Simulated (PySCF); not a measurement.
**One shape, several levels: SiH2 (SMILES [H][Si][H])**

We compute a comparison of 6 runs (B2PLYP/SBKJC, r2SCAN/SBKJC, CCSDTQ/SBKJC, NEVPT2(6,6)/SBKJC, QCISD(T)/SBKJC, CISD/SBKJC) of SiH2. The job is set up through a Python script.

Program for the calculation: PySCF 2.14.0.

9 further runs of the same task are left out: 9 set aside as unsound or not needed.

## 1. The system as given

The species is SiH2 (3 atoms), meant as a singlet with charge 0. SMILES: `[H][Si][H]`. The Si1–H3 distance was set to 1.782 Å, away from the relaxed value.

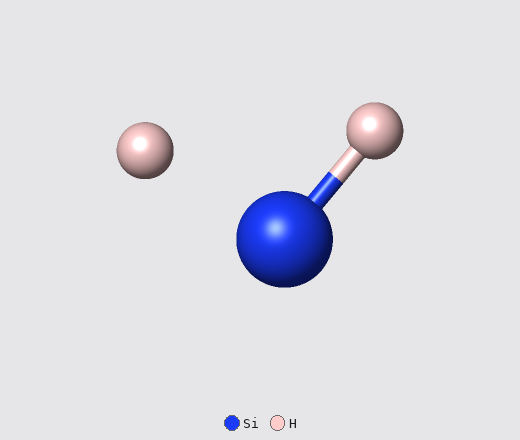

The structure, seen from a chosen angle (silicon blue, hydrogen pink).

## 2. A single-point energy at B2PLYP/SBKJC (core potential) (run 1)

input.py

```python
from pyscf import gto, dft, mp

molecule = gto.M(
    atom='''
Si     0.433467    -0.029153    -1.607254
H      2.521634    -0.051546     0.269452
H     -2.107895     0.053234     0.601481
''',
    charge=0,
    verbose=3,
    spin=0,
    basis='sbkjc',
    unit='bohr',
    ecp={'Si': 'sbkjc'},
    max_memory=1860,
)

ks = dft.RKS(molecule)
ks.xc = '0.53*HF + 0.47*B88, 0.73*LYP'
ks.conv_tol = 1e-10
ks.grids.level = 5
ks.kernel()
if not ks.converged:
    ks = ks.newton().run(ks.mo_coeff, ks.mo_occ)

pt = mp.MP2(ks).run()
energy = ks.e_tot + 0.27 * pt.e_corr
print('PT2 part  %.8f' % (0.27 * pt.e_corr))
print('E = %.10f Eh' % energy)
```

On the command line:

```
$ OMP_NUM_THREADS=1 python input.py
```

The log of the run:

```text
converged SCF energy = -4.88260584834819
E(RMP2) = -4.9386476453501  E_corr = -0.0560417970019088
E(SCS-RMP2) = -4.94801645094913  E_corr = -0.065410602600942
PT2 part  -0.01513129
E = -4.8977371335 Eh
```

It took 0.96 s on 1 thread of Arm Neoverse V2, shared host; peak memory 0.15 GiB.

## 3. A single-point energy at r2SCAN/SBKJC (core potential) (run 2)

calc.py

```python
from pyscf import gto, dft

mol = gto.Mole()
mol.atom = 'Si 0.229381 -0.015427 -0.850522; H 1.334391 -0.027277 0.142588; H -1.115450 0.028170 0.318290'
mol.charge = 0
mol.max_memory = 1860
mol.ecp = {'Si': 'sbkjc'}
mol.verbose = 3
mol.spin = 0
mol.basis = 'sbkjc'
mol.build()

mf = dft.RKS(mol)
mf.xc = 'r2scan'
mf.conv_tol = 1e-10
mf.grids.level = 5
mf.kernel()
if not mf.converged:
    mf = mf.newton().run(mf.mo_coeff, mf.mo_occ)

etot = mf.e_tot
print('E = %.10f Eh' % etot)
```

On the command line:

```
$ OMP_NUM_THREADS=1 python calc.py
```

The log of the run:

```text
converged SCF energy = -4.94342856771341
E = -4.9434285677 Eh
```

Wall time 1.2 s (1 thread of Arm Neoverse V2, shared host); peak memory 0.15 GiB.

## 4. A single-point energy at CCSDTQ/SBKJC (core potential) (run 3)

calc.py

```python
from pyscf import gto, scf, cc

system = gto.Mole()
system.atom = [
    ('Si', (0.229381, -0.015427, -0.850522)),
    ('H', (1.334391, -0.027277, 0.142588)),
    ('H', (-1.115450, 0.028170, 0.318290)),
]
system.basis = 'sbkjc'
system.verbose = 4
system.ecp = {'Si': 'sbkjc'}
system.spin = 0
system.charge = 0
system.max_memory = 1860
system.build()

mf = scf.RHF(system)
mf.conv_tol = 1e-10
mf.kernel()
if not mf.converged:
    mf = mf.newton().run(mf.mo_coeff, mf.mo_occ)

mycc = cc.CCSDTQ(mf)
mycc.kernel()
etot = mycc.e_tot
print(f'total energy: {etot:.8f} hartree')
```

On the command line:

```
$ OMP_NUM_THREADS=1 python calc.py
```

The log of the run:

```text
PySCF version 2.14.0

[INPUT] num. atoms = 3
[INPUT] num. electrons = 6
[INPUT] charge = 0
[INPUT] spin (= nelec alpha-beta = 2S) = 0
[INPUT] symmetry False subgroup None
[INPUT] Mole.unit = angstrom
[INPUT] Symbol           X                Y                Z      unit          X                Y                Z       unit  Magmom
[INPUT]  1 Si     0.229381000000  -0.015427000000  -0.850522000000 AA    0.433467268179  -0.029152804924  -1.607253642917 Bohr   0.0
[INPUT]  2 H      1.334391000000  -0.027277000000   0.142588000000 AA    2.521633533084  -0.051546059500   0.269452268649 Bohr   0.0
[INPUT]  3 H     -1.115450000000   0.028170000000   0.318290000000 AA   -2.107895005646   0.053233584929   0.601480928188 Bohr   0.0

[... 42 lines left out ...]
converged SCF energy = -4.78583867302435
[... 15 lines left out ...]
WARN: A large `blksize` is being used, which may cause large memory consumption
[... 9 lines left out ...]
Init t2, MP2 energy = -4.828153595596  E_corr(MP2) -0.042314922572
[... 14 lines left out ...]
RCCSDTQ converged
[... 3 lines left out ...]
total energy: -4.85008812 hartree
```

Wall time 9.9 s (1 thread of Arm Neoverse V2, shared host); peak memory 0.14 GiB.

Runs 4 to 5 aren't shown in full; the table further down has their settings and results.

## 5. A single-point energy at CISD/SBKJC (core potential) (run 6)

input.py

```python
from pyscf import gto, scf, ci

mol = gto.M(
    atom=[
    ('Si', (0.229381, -0.015427, -0.850522)),
    ('H', (1.334391, -0.027277, 0.142588)),
    ('H', (-1.115450, 0.028170, 0.318290)),
],
    max_memory=1860,
    verbose=3,
    ecp={'Si': 'sbkjc'},
    basis='sbkjc',
)

mf = scf.RHF(mol)
mf.conv_tol = 1e-10
mf.kernel()
if not mf.converged:
    mf = mf.newton().run(mf.mo_coeff, mf.mo_occ)

cisd = ci.CISD(mf)
cisd.kernel()
e_final = cisd.e_tot
print(f'total energy: {e_final:.8f} hartree')
```

On the command line:

```
$ OMP_NUM_THREADS=1 python input.py
```

The log of the run:

```text
converged SCF energy = -4.78583867302435
E(RCISD) = -4.846942499261012  E_corr = -0.06110382623665958
total energy: -4.84694250 hartree
```

Run time: 0.46 s. Hardware: 1 thread of Arm Neoverse V2, shared host; peak memory 0.13 GiB.

## 6. All runs side by side

```
run                               level  frozen core orbitals  integration grid  energy (Eh)  dipole moment (D) of the reference  HOMO energy (eV)  LUMO energy (eV)  wall time
  1       B2PLYP/SBKJC (core potential)                     0                 5    -4.897737                                1.14             -7.51             -2.07     0.96 s
  2       r2SCAN/SBKJC (core potential)                     –                 5    -4.943429                                1.17             -5.86             -4.01      1.2 s
  3       CCSDTQ/SBKJC (core potential)                     0                 –    -4.850088                                1.13             -8.97             -0.16      9.9 s
  4  NEVPT2(6,6)/SBKJC (core potential)                     –                 –    -4.846484                                1.13             -8.97             -0.16     0.94 s
  5     QCISD(T)/SBKJC (core potential)                     0                 –    -4.849816                                1.13             -8.97             -0.16      0.6 s
  6         CISD/SBKJC (core potential)                     0                 –    -4.846942                                1.13             -8.97             -0.16     0.46 s
```

## 7. Results

| quantity | value |
| --- | --- |
| run 6: total energy | -4.84694 Eh |
| run 6: dipole moment (Hartree–Fock density) | 1.13 D |
| run 6: HOMO energy (Hartree–Fock orbitals) | -8.97 eV |
| run 6: LUMO energy (Hartree–Fock orbitals) | -0.16 eV |
| run 6: HOMO–LUMO gap (Hartree–Fock orbitals) | 8.81 eV |
| run 6: correlation energy | -61.1 mEh |

**Reading.** Totals of different functionals can't be ranked against each other. All runs together took 14 s, the longest 9.9 s.
